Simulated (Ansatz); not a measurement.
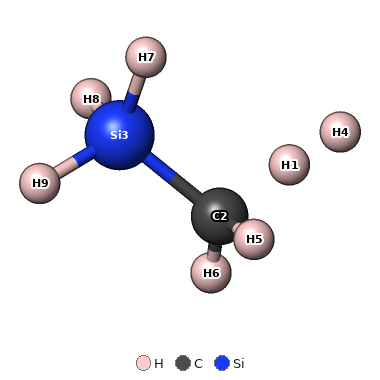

The system is the reacting system CH₇Si (fragments CH₆Si + H where the first distance is long, H₂ + CH₅Si where the second is long), spin multiplicity 2; the picture shows the reference structure. 
- First axis: distance H1–H4 (bond that forms). Second axis: distance H1–C2 (bond that breaks).
- Relaxed at each point: all other coordinates.
- Grid: 13 × 13 points.
- Points are written as (first, second).
- Energies: kJ/mol, counted from a guessed transition structure relaxed with its forming and breaking bonds held.
- In part of the range the unrestricted reference is strongly spin-contaminated.
- All numbers below come from UHF/def2-SVP (Ansatz).

Its coordinates:

```xyz
9

H    -0.9335   -0.2753    1.2003
C    -0.3646   -0.7564    0.0177
Si    0.7175    0.6355   -0.6312
H    -1.3550    0.0122    2.0360
H    -1.2497   -1.0062   -0.5650
H     0.1444   -1.6518    0.3707
H    -0.1118    1.8261   -0.9315
H     1.7406    0.9959    0.3782
H     1.4119    0.2202   -1.8753
```

Range: distance H1–H4 (bond that forms) from 0.666 to 1.866 Å; distance H1–C2 (bond that breaks) from 0.963 to 2.463 Å.

What landscape does the calculation give?

The lowest grid point is at (0.720 Å, 2.463 Å), −88 kJ/mol from a guessed transition structure relaxed with its forming and breaking bonds held. It lies in a valley that leaves the map towards separated partners. The energy also falls towards the edge at (1.866 Å, 1.123 Å) (3.0 kJ/mol above the lowest), where a further well may lie outside the range. The highest grid point, (0.666 Å, 0.963 Å), lies 382 kJ/mol above the lowest. On the interpolated surface the lowest path from the side where the first distance is long, about (1.87 Å, 1.09 Å), to the side where the second distance is long, about (0.75 Å, 2.46 Å), has its top at about (0.94 Å, 1.38 Å), about 85 kJ/mol above the start and 88 kJ/mol above the end.

| second ↓, first → | 0.666 | 0.720 | 0.794 | 0.878 | 0.970 | 1.068 | 1.171 | 1.278 | 1.389 | 1.504 | 1.621 | 1.742 | 1.866 |
| --- | --- | --- | --- | --- | --- | --- | --- | --- | --- | --- | --- | --- | --- |
| 2.463 | −74 | −88 | −86 | −65 | −29 | 17 | 69 | 117 | 154 | 181 | 200 | 213 | 222 |
| 2.308 | −70 | −83 | −82 | −62 | −26 | 19 | 69 | 115 | 151 | 177 | 196 | 208 | 217 |
| 2.157 | −63 | −77 | −76 | −57 | −22 | 22 | 69 | 112 | 146 | 171 | 189 | 201 | 209 |
| 2.010 | −53 | −68 | −68 | −50 | −17 | 25 | 68 | 108 | 139 | 161 | 178 | 189 | 197 |
| 1.867 | −39 | −55 | −57 | −41 | −11 | 27 | 65 | 99 | 126 | 146 | 160 | 169 | 176 |
| 1.728 | −20 | −38 | −42 | −30 | −5 | 27 | 58 | 85 | 106 | 121 | 132 | 139 | 143 |
| 1.594 | 5 | −16 | −25 | −18 | 0 | 23 | 45 | 63 | 77 | 85 | 91 | 93 | 95 |
| 1.465 | 35 | 10 | −6 | −7 | 1 | 13 | 24 | 32 | 37 | 39 | 39 | 38 | 36 |
| 1.343 | 70 | 39 | 14 | 2 | −2 | −2 | −2 | −3 | −6 | −9 | −13 | −16 | −19 |
| 1.228 | 111 | 72 | 37 | 12 | −4 | −16 | −25 | −34 | −42 | −48 | −54 | −59 | −62 |
| 1.123 | 161 | 114 | 67 | 32 | 4 | −17 | −33 | −47 | −58 | −68 | −75 | −81 | −85 |
| 1.030 | 226 | 171 | 115 | 70 | 34 | 6 | −16 | −34 | −48 | −59 | −67 | −74 | −78 |
| 0.963 | 294 | 233 | 171 | 120 | 79 | 46 | 21 | 1 | −15 | −27 | −36 | −43 | −48 |

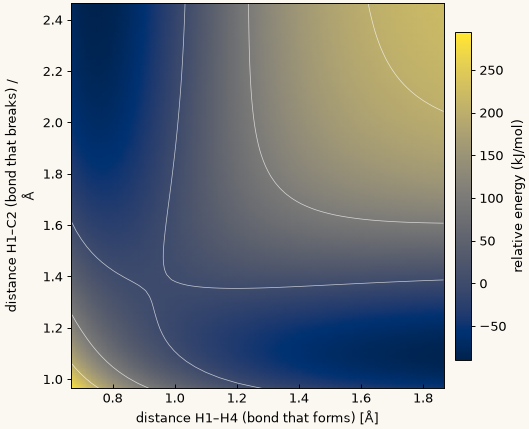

In the figure: a smooth colour map with a few white contour lines. Between grid points the surface is interpolated.

Each point was launched as `ansatz run input.yaml --threads 1 --pin off --max-ram 2560MiB --backend cpu --events-out ev --progress --plain --runs-dir out`. Time for the 169 points that were run: 14 min on 1 thread of Arm Neoverse V1 (shared host).
